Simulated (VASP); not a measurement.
Band structure of ErPd (space group Pm-3m). Calculation: PBEsol GGA, VASP's PBE PAW potentials (set 64) (plane waves; VASP).

The run has a spin-polarised start.

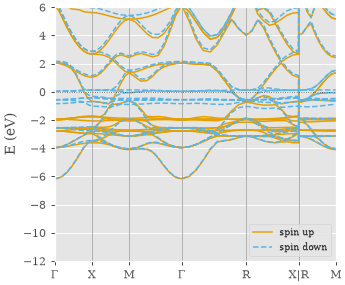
Bands along high-symmetry lines, zero at the valence-band maximum or, without a gap, the Fermi level

**Question.** Read the plot: is there a gap, and where are the band edges?

**Answer.** It has no gap at this level: it comes out as a metal or semimetal.

The structure comes from a computed database's ErPd entry (Pm-3m); how it stands against other phases isn't given here. The cell was not relaxed at this level.
